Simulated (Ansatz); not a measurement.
# AlB (triplet): correlated methods under varied settings at distance B1–Al2 = 3.782 Å

Aim: run AlB (triplet) at one geometry under a spread of methods and options, and see what each costs and gives.

Program: Ansatz 0.2.0, Gaussian basis. Level of theory: the settings change from run to run. These are calculated values, not measurements.

13 further runs of the same task are left out: 1 for a known fault of the program, 1 for a mislabelled method, 9 that didn't finish, 2 set aside as unsound or not needed.

### 1 The system

The geometry derives from a PBE0/def2-TZVP stationary point (not a proven minimum). One bond is set to the value named and the two fragments are kept rigid.

2 atoms, charge 0, spin multiplicity 3.

Atoms are counted from 1 here; the program's logs count them from 0.

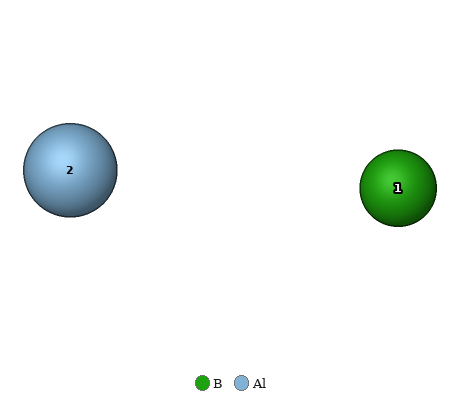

The geometry (boron green, aluminium light blue); atoms are numbered from 1 in the order of the file.

### 2 BCCD(T)/6-31G*

in.yaml

```yaml
crystal:
  periodic: [false, false, false]
  atoms:
    - {symbol: B, position_ang: [0.000000, 0.000000, 0.000000]}
    - {symbol: Al, position_ang: [0.000000, 0.000000, 3.782000]}
basis:
  gaussian: {orbitals: "6-31G*", point_charges: [{charge: 1.00, position_ang: [3.883, 0.302, -0.412]}]}
magnetization: {spin_polarized: true, initial_magnetization: 2}
hamiltonian: {xc: {name: B3LYP}}
correlation: {method: bccd_t, electrons: valence}
scf: {lower_state_search: full}
output: {forces: true}
```

Command:

```console
> ansatz run in.yaml --threads 1 --pin off --events-out ev --progress --plain --max-ram 2393MiB
```

Output (excerpt; [...] marks lines left out):

```text
Functional definition: B3LYP
  name "B3LYP"
  cite "Stephens, Devlin, Chabalowski & Frisch, J. Phys. Chem. 98, 11623 (1994) doi:10.1021/j100096a001"
  cite "Becke, Phys. Rev. A 38, 3098 (1988) doi:10.1103/PhysRevA.38.3098"
  cite "Lee, Yang & Parr, Phys. Rev. B 37, 785 (1988) doi:10.1103/PhysRevB.37.785"
  cite "Vosko, Wilk & Nusair, Can. J. Phys. 58, 1200 (1980) doi:10.1139/p80-159"
[...]
304 factors; integrals over basis functions are off by at most 4.1e-4 eV
[...]
mean field -7266.85345902 eV, -267.0519389688 hartree, gradient 4.3e-7 eV, S^2 2.005590; 14 other end points of the search recorded, 0 dependent functions left out
6 core orbitals not correlated: weight in the atoms' cores, before any rotation towards them, 1.000 or more for the frozen orbitals, at most 0.000 for the correlated occupied ones
reference -7248.49550413 eV, -266.3772965701 hartree; 4, 2 occupied and 24, 26 virtual orbitals, 304 factors
second order -2.09629591 eV of doubles, -0.19072816 eV of singles
cycle   1  -2.81212906 eV  change   -5.2e-1 eV  update   8.6e-2
[...]
cycle  36  -3.18333844 eV  change   -7.8e-9 eV  update   1.0e-7
perturbative correction -0.05816539 eV, -0.0021375387 hartree
[...]
Total energy: -7251.73700796 eV, -266.4964196387 hartree
Atom 0 at     0.000000     0.000000     0.000000 Å, force     0.279032     0.021702     0.341069 eV/Å
Atom 1 at     0.000000     0.000000     3.782000 Å, force    -0.010085    -0.000784    -0.359782 eV/Å
Dipole moment:    -0.201844    -0.015698     0.535201 e Å
```

It took 14 s on 1 thread of Arm Neoverse N1, shared host.

From the report: ⟨S²⟩ of the determinant 2.006 (pure triplet: 2.00); correlation -3.2415 eV; largest double amplitude 0.13.

### 3 CCSDTQ on UHF/STO-3G

in.yaml

```yaml
crystal:
  periodic: [false, false, false]
  atoms:
    - {symbol: B, position_ang: [0.000000, 0.000000, 0.000000]}
    - {symbol: Al, position_ang: [0.000000, 0.000000, 3.782000]}
basis:
  gaussian: {orbitals: STO-3G}
magnetization: {spin_polarized: true, initial_magnetization: 2}
correlation: {method: ccsdtq, electrons: outside_noble_gas}
```

Same command.

Output (excerpt; [...] marks lines left out):

```text
Functional definition: HF
  name "HF"
  cite "Fock, Z. Phys. 61, 126 (1930) doi:10.1007/BF01340294"
  parent pbe
[...]
204 factors; integrals over basis functions are off by at most 2.6e-8 eV
[...]
mean field -7156.91782222 eV, -263.0118788335 hartree, gradient 3.4e-6 eV, S^2 2.006240; 27 other end points of the search recorded, 0 dependent functions left out
determinant -7156.91782222 eV, -263.0118788335 hartree, with singles and doubles -7158.69438261 eV, -263.0771662235 hartree
determinant -7156.82252011 eV, -263.0083765456 hartree, with singles and doubles -7158.61106826 eV, -263.0741044777 hartree
determinant -7156.80950424 eV, -263.0078982212 hartree, with singles and doubles -7158.59462868 eV, -263.0735003344 hartree
determinant -7156.80059872 eV, -263.0075709492 hartree, with singles and doubles -7158.58753763 eV, -263.0732397430 hartree
[...]
determinant -7156.82252011 eV, -263.0083765456 hartree, with singles and doubles -7158.60776177 eV, -263.0739829664 hartree
determinant -7156.80950424 eV, -263.0078982212 hartree, with singles and doubles -7158.59382674 eV, -263.0734708637 hartree
determinant -7156.80059872 eV, -263.0075709492 hartree, with singles and doubles -7158.58565259 eV, -263.0731704690 hartree
determinant -7156.71860412 eV, -263.0045577033 hartree, with singles and doubles -7158.50973794 eV, -263.0703806570 hartree
6 core orbitals not correlated: weight in the atoms' cores, before any rotation towards them, 1.000 or more for the frozen orbitals, at most 0.000 for the correlated occupied ones
reference -7156.91782222 eV, -263.0118788335 hartree; 4, 2 occupied and 4, 6 virtual orbitals, 204 factors
second order -0.88944213 eV of doubles, -0.00000000 eV of singles
cycle   1  -1.33768526 eV  change   -4.5e-1 eV  update   8.0e-2
[...]
cycle  43  -1.78198385 eV  change    7.1e-8 eV  update   3.4e-7
Total energy: -7158.69980607 eV, -263.0773655321 hartree
```

Wall time 9.5 s (1 thread of Arm Neoverse N1, shared host).

From the report: ⟨S²⟩ of the determinant 2.006 (pure triplet: 2.00); correlation -1.7820 eV; T1 0.023; largest double amplitude 0.29.

### 4 BCCD on ROHF/cc-pVDZ

in.yaml

```yaml
crystal:
  periodic: [false, false, false]
  atoms:
    - {symbol: B, position_ang: [0.000000, 0.000000, 0.000000]}
    - {symbol: Al, position_ang: [0.000000, 0.000000, 3.782000]}
basis:
  gaussian: {orbitals: cc-pVDZ}
magnetization: {spin_polarized: false, initial_magnetization: 2}
correlation: {method: bccd, electrons: valence, diis_vectors: 12}
```

Launched as before.

Output (excerpt; [...] marks lines left out):

```text
Functional definition: HF
  name "HF"
  cite "Fock, Z. Phys. 61, 126 (1930) doi:10.1007/BF01340294"
  parent pbe
[...]
315 factors; integrals over basis functions are off by at most 4.3e-4 eV
[...]
mean field -7249.10686897 eV, -266.3997638134 hartree, gradient 6.8e-6 eV, S^2 2.000000; 25 other end points of the search recorded, 0 dependent functions left out
[...]
determinant -7249.10686897 eV, -266.3997638134 hartree, with singles and doubles -7252.23518736 eV, -266.5147273939 hartree
determinant -7249.09777716 eV, -266.3994296958 hartree, with singles and doubles -7252.19740528 eV, -266.5133389280 hartree
determinant -7249.02169679 eV, -266.3966337936 hartree, with singles and doubles -7252.11059391 eV, -266.5101486690 hartree
determinant -7248.96068384 eV, -266.3943916089 hartree, with singles and doubles -7252.05008111 eV, -266.5079248646 hartree
[...]
determinant -7249.02169679 eV, -266.3966337936 hartree, with singles and doubles -7252.11010544 eV, -266.5101307181 hartree
determinant -7248.96068384 eV, -266.3943916089 hartree, with singles and doubles -7252.04964252 eV, -266.5079087469 hartree
determinant -7248.64179825 eV, -266.3826727800 hartree, with singles and doubles -7251.76698644 eV, -266.4975213273 hartree
determinant -7248.20633434 eV, -266.3666697763 hartree, with singles and doubles -7252.00325702 eV, -266.5062041110 hartree
6 core orbitals not correlated: weight in the atoms' cores, before any rotation towards them, 1.000 or more for the frozen orbitals, at most 0.000 for the correlated occupied ones
reference -7249.10686897 eV, -266.3997638134 hartree; 4, 2 occupied and 22, 24 virtual orbitals, 315 factors
second order -1.97638024 eV of doubles, -0.10624158 eV of singles
cycle   1  -3.13453968 eV  change   -5.1e-3 eV  update   5.3e-3
[...]
cycle  13  -3.12892494 eV  change    7.9e-7 eV  update   5.5e-6
Total energy: -7252.23579390 eV, -266.5147496839 hartree
```

It took 7 s on 1 thread of Arm Neoverse N1, shared host.

From the report: correlation -3.1289 eV; largest double amplitude 0.12.

### 5 The runs in one table

Where basis and cores are those of an earlier FCI/cc-pVDZ run (-7252.4278 eV), and the state is the same kind, the miss against it is given.

| level | correlated | functions | energy (eV) | from FCI (meV) | time |
| --- | --- | --- | --- | --- | --- |
| BCCD(T)/6-31G* (beside a point charge, on B3LYP orbitals) | valence | 34 | -7251.7370 |  | 14 s |
| CCSDTQ on UHF/STO-3G | outside noble gas | 14 | -7158.6998 |  | 9.5 s |
| BCCD on ROHF/cc-pVDZ | valence | 32 | -7252.2358 | 192.0 | 7 s |

### 6 Summary of results

```
quantity                                                            value
    runs                                                                3
quickest                                        BCCD on ROHF/cc-pVDZ, 7 s
 slowest  BCCD(T)/6-31G* (beside a point charge, on B3LYP orbitals), 14 s
```

In words: Total energies in different bases, with other cores or another treatment of relativity can't be set against each other. The times lie within a factor of two.
